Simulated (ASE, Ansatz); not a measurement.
# Random rutile alloy of IrO2 and SiO2 (96 atoms): a single point

Wanted: forces, charges and levels of random rutile alloy of IrO2 and SiO2 (96 atoms).

Calculated with Ansatz 0.2.0; Kohn-Sham DFT, PBE, PAW (set soft_2), plane waves.

### Step 1. The starting structure

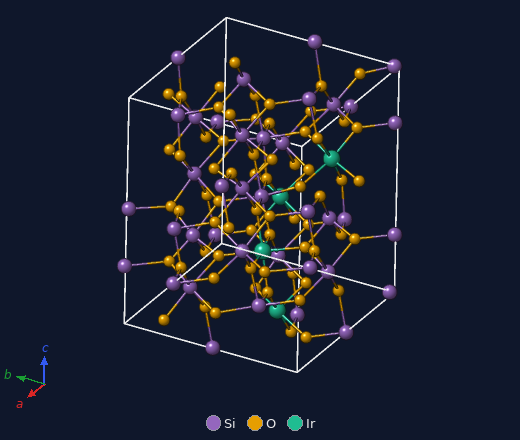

The starting structure, seen from a free direction (silicon purple, oxygen orange, iridium teal). Bonds to atoms that aren't drawn are left out. Some periodic images of atoms are drawn too.

The cell holds 96 atoms: 28 Si, 64 O and 4 Ir. Its edges and angles: a = 8.438 Å, b = 8.438 Å, c = 10.904 Å, α = 90.0°, β = 90.0°, γ = 90.0°. It derives from IrO2 (rutile) and SiO2, repeated 2×2×4. Rutile IrO2, 2 x 2 x 4 conventional cells, 28 of 32 Ir sites given to Si at random (x = 0.875), lattice by Vegard's rule (cell 4.219, 4.219, 2.726, 90, 90, 90); every coordinate displaced by a Gaussian of 0.07 Å.

What the set-up can't give: The host structure and its lattice constant were typed by rule, without a check against the phase diagram. The main run has no spin polarisation, so moments on Ir can't form in it, and no Hubbard term. No spin–orbit coupling is included, so levels derived from the heavy atoms are approximate.

### Step 2. Plane-wave single point

The electrons are solved once, with the atoms held.

Contents of input.yaml:

```yaml
crystal:
  lattice:
    - [8.4378, 0.0, 0.0]
    - [0.0, 8.4378, 0.0]
    - [0.0, 0.0, 10.9044]
  atoms:
    - { symbol: Si, position: [0.01751, 0.01758, 0.00309] }
    - { symbol: Si, position: [0.24925, 0.24686, 0.12541] }
    - { symbol: O, position: [0.14589, 0.14424, 0.98781] }
    - { symbol: O, position: [0.33588, 0.35759, 0.00641] }
    - { symbol: O, position: [0.10548, 0.4075, 0.13273] }
    - { symbol: O, position: [0.40609, 0.09798, 0.13002] }
    - { symbol: Si, position: [0.00011, 0.0047, 0.25343] }
    - { symbol: Si, position: [0.25431, 0.24239, 0.36526] }
    - { symbol: O, position: [0.15068, 0.15137, 0.2568] }
    - { symbol: O, position: [0.33425, 0.33509, 0.24555] }
    - { symbol: O, position: [0.08256, 0.39334, 0.36969] }
    - { symbol: O, position: [0.40774, 0.08769, 0.3817] }
    - { symbol: Si, position: [0.98729, 0.9948, 0.50428] }
    - { symbol: Ir, position: [0.25522, 0.23599, 0.63054] }
    - { symbol: O, position: [0.13994, 0.13926, 0.51202] }
    - { symbol: O, position: [0.3455, 0.36388, 0.51234] }
    - { symbol: O, position: [0.08632, 0.41434, 0.62237] }
    - { symbol: O, position: [0.40039, 0.09555, 0.61821] }
    - { symbol: Si, position: [0.01152, 0.0091, 0.75092] }
    - { symbol: Si, position: [0.25802, 0.22984, 0.873] }
    - { symbol: O, position: [0.15091, 0.15137, 0.74895] }
    - { symbol: O, position: [0.33713, 0.34667, 0.75546] }
    - { symbol: O, position: [0.10361, 0.38758, 0.86579] }
    - { symbol: O, position: [0.40681, 0.08378, 0.88229] }
    - { symbol: Si, position: [0.99534, 0.49048, 0.00101] }
    - { symbol: Si, position: [0.26326, 0.73432, 0.11681] }
    - { symbol: O, position: [0.1583, 0.6617, 0.00378] }
    - { symbol: O, position: [0.35155, 0.84603, 0.00435] }
    - { symbol: O, position: [0.08484, 0.91335, 0.11815] }
    - { symbol: O, position: [0.41067, 0.60283, 0.1212] }
    - { symbol: Si, position: [0.01119, 0.50009, 0.25285] }
    - { symbol: Si, position: [0.24992, 0.74932, 0.38716] }
    - { symbol: O, position: [0.14164, 0.6485, 0.24751] }
    - { symbol: O, position: [0.35204, 0.84696, 0.2522] }
    - { symbol: O, position: [0.09963, 0.89659, 0.36839] }
    - { symbol: O, position: [0.39427, 0.58473, 0.37754] }
    - { symbol: Si, position: [0.98883, 0.49211, 0.49797] }
    - { symbol: Si, position: [0.25593, 0.75293, 0.62327] }
    - { symbol: O, position: [0.15288, 0.63577, 0.50466] }
    - { symbol: O, position: [0.35021, 0.85835, 0.48595] }
    - { symbol: O, position: [0.1073, 0.90712, 0.62844] }
    - { symbol: O, position: [0.41973, 0.59432, 0.62992] }
    - { symbol: Si, position: [0.00897, 0.50822, 0.74873] }
    - { symbol: Si, position: [0.24831, 0.75515, 0.867] }
    - { symbol: O, position: [0.14812, 0.65883, 0.74236] }
    - { symbol: O, position: [0.33508, 0.84734, 0.75486] }
    - { symbol: O, position: [0.09869, 0.89088, 0.85899] }
    - { symbol: O, position: [0.41043, 0.59759, 0.88768] }
    - { symbol: Si, position: [0.49777, 0.9985, 0.99923] }
    - { symbol: Ir, position: [0.75195, 0.25746, 0.13106] }
    - { symbol: O, position: [0.65415, 0.14237, 0.00176] }
    - { symbol: O, position: [0.84435, 0.35047, 0.98972] }
    - { symbol: O, position: [0.58865, 0.40512, 0.12056] }
    - { symbol: O, position: [0.90421, 0.09187, 0.1255] }
    - { symbol: Si, position: [0.50673, 0.99513, 0.24539] }
    - { symbol: Si, position: [0.75213, 0.25837, 0.37341] }
    - { symbol: O, position: [0.66696, 0.14267, 0.2472] }
    - { symbol: O, position: [0.84892, 0.33127, 0.24766] }
    - { symbol: O, position: [0.58879, 0.39918, 0.37747] }
    - { symbol: O, position: [0.9004, 0.09078, 0.38394] }
    - { symbol: Si, position: [0.49738, 0.0205, 0.49411] }
    - { symbol: Ir, position: [0.7506, 0.25332, 0.63537] }
    - { symbol: O, position: [0.64185, 0.14972, 0.49508] }
    - { symbol: O, position: [0.85278, 0.36028, 0.49858] }
    - { symbol: O, position: [0.6123, 0.41202, 0.63087] }
    - { symbol: O, position: [0.88897, 0.09393, 0.6216] }
    - { symbol: Si, position: [0.50805, 0.98641, 0.75134] }
    - { symbol: Si, position: [0.73978, 0.25419, 0.86782] }
    - { symbol: O, position: [0.65678, 0.14574, 0.74365] }
    - { symbol: O, position: [0.84889, 0.34764, 0.74858] }
    - { symbol: O, position: [0.61017, 0.4031, 0.87726] }
    - { symbol: O, position: [0.90701, 0.08837, 0.86799] }
    - { symbol: Si, position: [0.49409, 0.5063, 0.00624] }
    - { symbol: Si, position: [0.75795, 0.7583, 0.12772] }
    - { symbol: O, position: [0.6626, 0.66261, 0.99994] }
    - { symbol: O, position: [0.85511, 0.85162, 0.99645] }
    - { symbol: O, position: [0.59002, 0.9059, 0.1235] }
    - { symbol: O, position: [0.9007, 0.59059, 0.12693] }
    [... 12 atom lines left out ...]
    - { symbol: Si, position: [0.48851, 0.50273, 0.74679] }
    - { symbol: Si, position: [0.74802, 0.75309, 0.87729] }
    - { symbol: O, position: [0.64929, 0.64479, 0.76084] }
    - { symbol: O, position: [0.84325, 0.84626, 0.74692] }
    - { symbol: O, position: [0.61096, 0.91321, 0.88644] }
    - { symbol: O, position: [0.91524, 0.59939, 0.8821] }
kpoints:
  mp_grid: { grid: [2, 2, 1] }
hamiltonian:
  xc: pbe
scf:
  occupations: { method: gaussian, width: 0.05 }
output:
  forces: true
  stress: true
  populations: true
  dos:
    method: { smearing: { sigma: 0.1 } }
    de: 0.1
    projected: { site_lists: { Ir: [Ir], O: [O], Si: [Si] } }
  eigenvalues: true
  write_density: true
  write_potential: true
  volumetric_format: npy
```

Launch:

```sh
> ansatz run input.yaml --threads 8 --pin off --max-ram 15872MiB --backend cpu --events-out ev --progress --plain --runs-dir out
```

Numbers of over 12 decimals in the logs are rounded to 6 here.

The log of the run:

```text
Engine: ansatz 0.2.0, aarch64-unknown-linux-gnu
Pseudopotentials: kind: paw
Pseudopotential: Si, paw, valence charge 4, recommended cutoff 420 eV (normal), Si.paw.azcp
Pseudopotential: O, paw, valence charge 6, recommended cutoff 420 eV (normal), O.paw.azcp
Pseudopotential: Ir, paw, valence charge 17, recommended cutoff 420 eV (normal), Ir.paw.azcp
[... 5 lines on functional and potentials left out ...]
Crystal: 96 atoms, lattice volume = 776.355 Å³
Basis set: ecut = 420 eV, 15121 PW (Γ), exchange–correlation on 120×120×150 points (8 copies of the dense FFT grid, shifted against one another)
Bands: 378, of which v1, the nominal top of the filled ones, is band 282 counted from 1 (281 counted from 0)
Symmetry: 1 space group operations
Space group: P1 (ITA 1), of the structure as read, at distance tolerance 9.2e-5 Å
k-points: 4
[... 7 lines on functional and potentials left out ...]
Initial density: superposition of atomic densities (neutral atoms: chi_scale 0, normalization atom), corrected by the library's trained network
Initial wavefunctions: pseudopotential atomic-orbital guess
Functional: x = pbe(κ = 0.804, μ = 0.219515), c = pbe(β = 0.066725)
SCF iter   1: F=—  HF=-101892.383772 eV  |F-HF|=—  |Δ(HF+E_count)|=         —  Δρ=1.73e-2  dr2=3.17e0  ethr=1.77e-3  ⟨swp⟩=7.0  Hψ=7423  notcnv=0  defer=190
preconditioner: auto → Resta (q_TF=auto, 2.587 Å⁻¹)  ε∞=4.1  [insulator: Δε(μ)=0.107 eV  Ē_g=17.408 eV  σ=0.050 eV  W_gap=0.87  n_scr=228 (ndim 8)  ℏωp=30.7 eV  f_vac=0.000  D(μ)=5.71/eV (n_scr^D=20)  ε∞_Penn≈4.1]
SCF iter   2: F=—  HF=-101892.172163 eV  |F-HF|=—  |Δ(HF+E_count)|=   2.12e-1  Δρ=1.69e-2  dr2=3.22e0  ethr=5.62e-4  ⟨swp⟩=2.0  Hψ=1753  notcnv=0  defer=334
preconditioner: auto → Kerker (q_TF=auto, 2.587 Å⁻¹)  [metal: Δε(μ)=0.034 eV  Ē_g=17.407 eV  σ=0.050 eV  W_gap=0.37  n_scr=228 (ndim 8)  ℏωp=30.7 eV  f_vac=0.000  D(μ)=23.41/eV (n_scr^D=156)]
SCF iter   3: F=—  HF=-101892.113776 eV  |F-HF|=—  |Δ(HF+E_count)|=   5.84e-2  Δρ=7.37e-3  dr2=7.57e-1  ethr=5.62e-4  ⟨swp⟩=1.0  Hψ=1148  notcnv=0  defer=334
SCF iter   4: F=—  HF=-101892.071434 eV  |F-HF|=—  |Δ(HF+E_count)|=   4.23e-2  Δρ=4.51e-3  dr2=4.41e-1  ethr=1.34e-4  ⟨swp⟩=2.0  Hψ=1155  notcnv=0  defer=363
SCF iter   5: F=—  HF=-101892.063988 eV  |F-HF|=—  |Δ(HF+E_count)|=   7.45e-3  Δρ=3.51e-3  dr2=3.09e-1  ethr=7.82e-5  ⟨swp⟩=1.0  Hψ=1148  notcnv=0  defer=363
SCF iter   6: F=—  HF=-101892.051869 eV  |F-HF|=—  |Δ(HF+E_count)|=   1.21e-2  Δρ=1.13e-3  dr2=2.20e-2  ethr=5.47e-5  ⟨swp⟩=1.5  Hψ=1302  notcnv=0  defer=359
SCF iter   7: F=—  HF=-101892.049285 eV  |F-HF|=—  |Δ(HF+E_count)|=   2.58e-3  Δρ=1.34e-3  dr2=4.74e-2  ethr=3.91e-6  ⟨swp⟩=2.5  Hψ=1612  notcnv=0  defer=347
SCF iter   8: F=—  HF=-101892.047432 eV  |F-HF|=—  |Δ(HF+E_count)|=   1.85e-3  Δρ=5.16e-4  dr2=6.33e-3  ethr=3.91e-6  ⟨swp⟩=1.0  Hψ=1165  notcnv=0  defer=347
SCF iter   9: F=—  HF=-101892.047040 eV  |F-HF|=—  |Δ(HF+E_count)|=   3.92e-4  Δρ=1.99e-4  dr2=8.70e-4  ethr=1.12e-6  ⟨swp⟩=1.0  Hψ=1165  notcnv=0  defer=347
SCF iter  10: F=—  HF=-101892.046933 eV  |F-HF|=—  |Δ(HF+E_count)|=   1.07e-4  Δρ=1.57e-4  dr2=4.27e-4  ethr=1.54e-7  ⟨swp⟩=2.8  Hψ=2147  notcnv=0  defer=347
SCF iter  11: F=—  HF=-101892.046876 eV  |F-HF|=—  |Δ(HF+E_count)|=   5.64e-5  Δρ=8.33e-5  dr2=1.30e-4  ethr=7.56e-8  ⟨swp⟩=1.0  Hψ=1165  notcnv=0  defer=347
SCF iter  12: F=—  HF=-101892.046859 eV  |F-HF|=—  |Δ(HF+E_count)|=   1.75e-5  Δρ=3.69e-5  dr2=2.27e-5  ethr=2.30e-8  ⟨swp⟩=1.0  Hψ=1165  notcnv=0  defer=347
SCF iter  13: F=—  HF=-101892.045425 eV  |F-HF|=—  |Δ(HF+E_count)|=   1.43e-3  Δρ=3.29e-5  dr2=9.65e-6  ethr=4.02e-9  ⟨swp⟩=2.5  Hψ=2116  notcnv=0  defer=347
SCF iter  14: F=—  HF=-101892.045425 eV  |F-HF|=—  |Δ(HF+E_count)|=   7.49e-7  Δρ=2.51e-5  dr2=9.28e-6  ethr=1.71e-9  ⟨swp⟩=1.0  Hψ=1251  notcnv=0  defer=347
SCF iter  15: F=—  HF=-101892.045424 eV  |F-HF|=—  |Δ(HF+E_count)|=   3.50e-7  Δρ=8.38e-6  dr2=1.70e-6  ethr=1.65e-9  ⟨swp⟩=1.0  Hψ=1165  notcnv=0  defer=347
SCF iter  16: F=—  HF=-101892.045424 eV  |F-HF|=—  |Δ(HF+E_count)|=   2.30e-7  Δρ=5.41e-6  dr2=7.73e-7  ethr=3.01e-10  ⟨swp⟩=1.0  Hψ=1165  notcnv=0  defer=347
SCF iter  17: F=—  HF=-101892.045424 eV  |F-HF|=—  |Δ(HF+E_count)|=   1.21e-7  Δρ=5.71e-6  dr2=3.07e-7  ethr=1.37e-10  ⟨swp⟩=2.5  Hψ=2124  notcnv=0  defer=347
SCF iter  18: F=-101892.045424 eV  HF=-101892.045424 eV  |F-HF|=4.71e-8  |Δ(HF+E_count)|=   3.47e-8  Δρ=2.01e-6  dr2=5.74e-8  ethr=1.77e-11  ⟨swp⟩=20.2  Hψ=12798  notcnv=0
SCF 1 converged in 18 iterations: F = -101892.045424 eV  dr2 = 5.74e-8
  greatest PAW one-centre occupation: 1.002 electrons in one spin orbital (limit 2), on the Ir atom at site 61 (counted from 0), in its partial waves of l = 1
SCF converged after 18 iterations
Free energy (F): -101892.045424 eV
Harris-Foulkes:  -101892.045424 eV  (|F-HF|=4.71e-8)
Internal energy: -101892.002706 eV  (E = F + TS)
E sigma→0 (E₀):  -101892.024065 eV
Entropy (-TS):   -0.042718 eV (-0.445 meV/atom)
Fermi energy:    12.835057 eV
--- Per-component energies (eV) ---
  E_band       = 11.049111
  E_kinetic    = 15387.132405
  E_local      = -30288.213354  (includes V_loc(G=0)·N_el)
  E_nonlocal   = 4020.864948
  E_hartree    = 11471.981308
  E_xc         = -7441.327429
  E_vxc        = -8684.328944  (∫ρ·V_xc dr)
  E_paw        = -61440.096393  (= ΣΔE_a)
  E_vpaw       = -3368.537702  (= ΣTr[D̂ρ^β])
  E_aug_tail   = 0.163857  (compensation charges beyond the density's cutoff)
  E_ewald      = -33602.508050
  E_smearing   = -0.042718  (= −TS)
  E_closure    = -0.000000  (closes the sum)
  Σ components = -101892.045424   (vs F -101892.045424, Δ=0.00e0)
--- Forces (eV/Å), atoms counted from 1 ---
  atom   1  Si    -7.03924906    -6.26956228    -2.15118638
  atom   2  Si    -0.18641128     0.12387139    -0.78367559
  atom   3  O      5.30039632     4.63542487     1.64335224
  atom   4  O      0.34024475    -2.56391067    -0.88686461
  atom   5  O     -1.03391286    -1.82864411    -2.46429980
  atom   6  O     -1.41324443     0.89221507    -1.37544491
  atom   7  Si     0.79943437    -1.86259288    -0.17085019
  atom   8  Si    -1.22814743     0.21441398     4.52147328
  atom   9  O     -0.75209888    -1.18010002    -2.37980671
  atom  10  O      0.34646663    -0.39364953     1.22892763
  atom  11  O      2.55075727    -1.06689537     1.59267562
  atom  12  O     -4.99382430     5.42084656    -5.16827582
  atom  13  Si     1.13769717    -1.32148061    -0.65399131
  atom  14  Ir    -4.54291480     9.80130319    -7.40167057
[...]
atom  95  O     -1.52643410    -1.16323091    -3.25306487
  atom  96  O     -0.01616614    -0.21667112    -2.06428032
  max |Σ_I F_I| component: 5.61e-5 eV/Å
--- Stress (GPa, compression-positive) ---
       25.422620       1.636677       0.955904
        1.636676      26.413735      -2.290493
        0.955904      -2.290493      35.142865
  P = ⅓ Tr σ = 28.9931 GPa (289.931 kbar)
--- Band table (eV) ---
  k-point 0: bands = ["-80.8645", "-80.8211", "-80.6485", "-80.5002", [... 362 levels ...], "23.0257", "23.0646", "23.0811", "23.1790", "23.1970", "23.2362", "23.2539", "23.3433", "23.3824", "23.4246", "23.4753", "23.5253"]
[...]
--- Löwdin populations: 96 sites ---
  site symbol       q [e]
     0     Si      2.3431
     1     Si      2.3828
     2      O      6.7125
[...]
95      O      6.7087
  spilling = 0.010820 (of n_electrons = 564.000000)
```

Elapsed: 32 s, on 8 threads of Arm Neoverse V2, shared host; peak memory 5.4 GiB.

Read from the output:

| Property | Result |
| --- | --- |
| free energy | -101892.0454 eV |
| free energy per atom | -1061.3755 eV/atom |
| SCF cycles | 18 |
| pressure | 28.99 GPa |
| r.m.s. force component | 3.497 eV/Å |
| longest force | 18.97 eV/Å |
| Fermi energy | 12.84 eV |
| levels partly filled by over 2 per cent | 9 |
| spilling of the projection | 0.01082 |

Length of the force by element:

| element | coordination | atoms | mean length of the force (eV/Å) | spread | least | most |
| --- | --- | --- | --- | --- | --- | --- |
| Ir | all | 4 | 14.8 | 4.23 | 8.70 | 19.0 |
| O | all | 64 | 4.55 | 3.36 | 0.616 | 16.8 |
| Si | all | 28 | 3.71 | 2.25 | 0.815 | 10.4 |

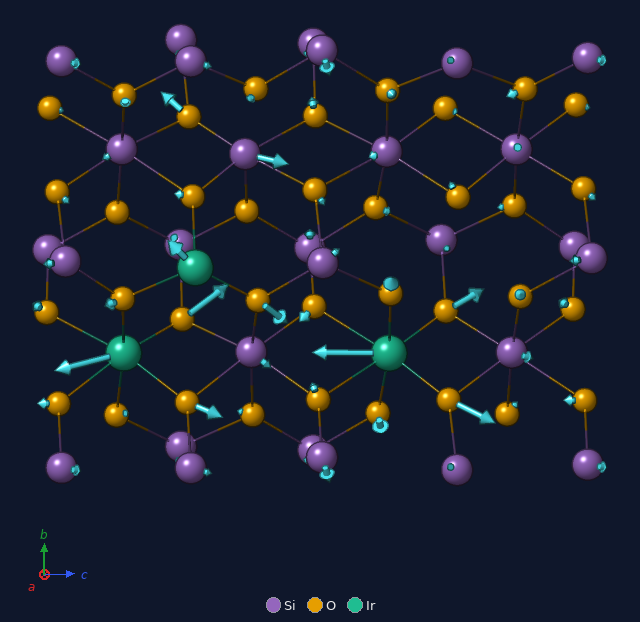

Forces as arrows; the longest in the cell is 19.0 eV/Å. Drawn is a slice 4 Å thick, seen along the normal of the bc plane.

Löwdin charges by element (they lack the spilled electrons, 0.064 e an atom on average):

| element | coordination | atoms | mean charge (e) | spread | least | most |
| --- | --- | --- | --- | --- | --- | --- |
| Ir | all | 4 | 1.52 | 0.0619 | 1.42 | 1.58 |
| O | all | 64 | -0.704 | 0.0359 | -0.756 | -0.580 |
| Si | all | 28 | 1.61 | 0.0336 | 1.54 | 1.67 |

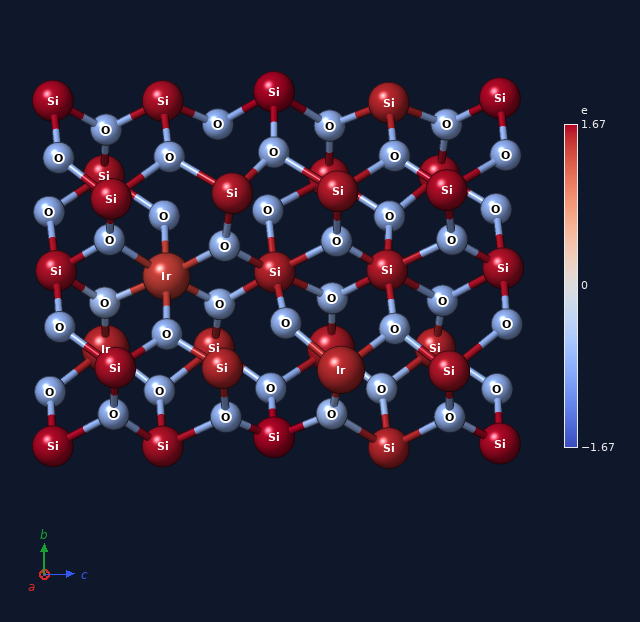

Atoms coloured by Löwdin charge. Drawn is a slice 4 Å thick, seen along the normal of the bc plane.

States in the cell by windows of 1 eV, zero at the Fermi level; the larger projections on atomic orbitals stand beside the total:

| from (eV) | to (eV) | total | O p | Si p | Ir d |
| --- | --- | --- | --- | --- | --- |
| -10 | -9 | 30.2 | 21.0 | 3.9 | 2.3 |
| -9 | -8 | 38.8 | 28.5 | 4.8 | 2.3 |
| -8 | -7 | 40.6 | 31.5 | 4.5 | 1.7 |
| -7 | -6 | 43.3 | 35.7 | 3.7 | 1.4 |
| -6 | -5 | 48.8 | 42.9 | 2.4 | 1.2 |
| -5 | -4 | 49.3 | 45.4 | 1.2 | 0.8 |
| -4 | -3 | 48.7 | 45.7 | 0.7 | 0.8 |
| -3 | -2 | 27.7 | 26.3 | 0.3 | 0.4 |
| -2 | -1 | 9.8 | 5.2 | 0.2 | 3.9 |
| -1 | 0 | 12.8 | 4.8 | 0.3 | 7.3 |
| 0 | 1 | 5.1 | 2.2 | 0.1 | 2.7 |
| 1 | 2 | 0.0 | 0.0 | 0.0 | 0.0 |
| 2 | 3 | 0.4 | 0.0 | 0.0 | 0.0 |
| 3 | 4 | 8.6 | 1.9 | 0.6 | 1.8 |
| 4 | 5 | 16.8 | 3.8 | 1.7 | 2.9 |

Between -26 and -10 eV lie 181 more states.

About 33 of the 564 electrons lie in deeper levels, below the stored range.

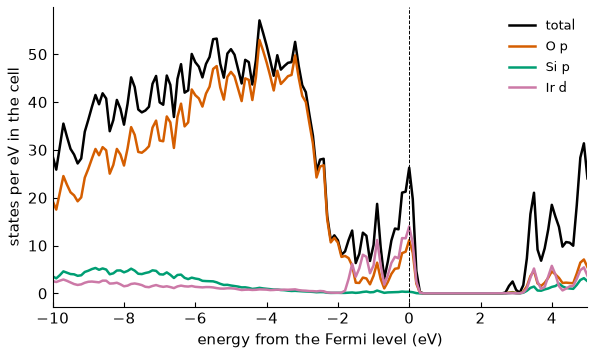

Total and projected density of states, with the broadening of the input.

The levels nearest the highest filled one (over half full), pooled over k-points and spins:

| level less the highest filled one (eV) | occupation |
| --- | --- |
| -0.127 | 2 |
| -0.0297 | 1.72 |
| -0.0137 | 1.47 |
| -0.0127 | 1.45 |
| -8.0e-4 | 1.20 |
| 0 | 1.18 |
| 0.0309 | 0.521 |
| 0.0452 | 0.296 |
| 0.0721 | 0.071 |
| 0.0729 | 0.067 |
| 0.0887 | 0.023 |
| 0.104 | 0.007 |

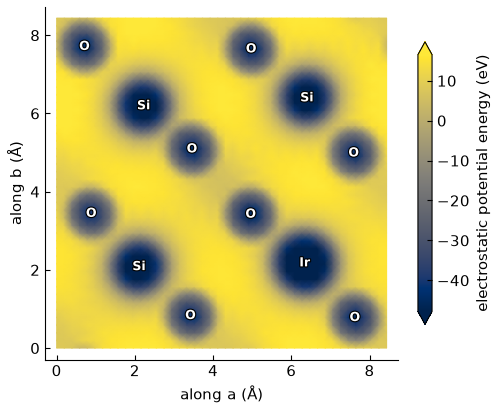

Electrostatic potential energy in the ab plane at fractional z = 0.117, with atoms of Si and O and Ir within 0.2 Å of it. With pseudopotentials it is smooth inside the atoms' cores, unlike the true potential.

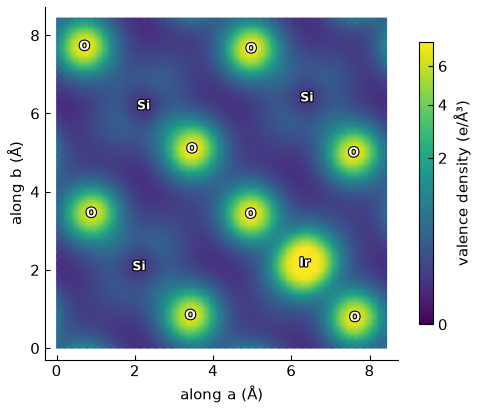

Valence density in the ab plane at fractional z = 0.117, with atoms of Si and O and Ir within 0.2 Å of it. It is the smooth field of the valence electrons, not physical close to the nuclei. The colour scale is stretched toward low values.

Mean Löwdin charges: Ir +1.52, O -0.70, Si +1.61 e (they miss 1.1 % of the electrons, so they add up to more than the cell's charge).

(Part 1 of 2 ends here.)

[Logs are printed without paths, hosts, clocks, repeated set-up lines and the standing remarks that a program may print on its own settings, such as how far it seeks lower states.]

[Hosts, paths, dates, database ids (printed as entryN), source tags and the programs' standing remarks are cut or masked in the printed files.]
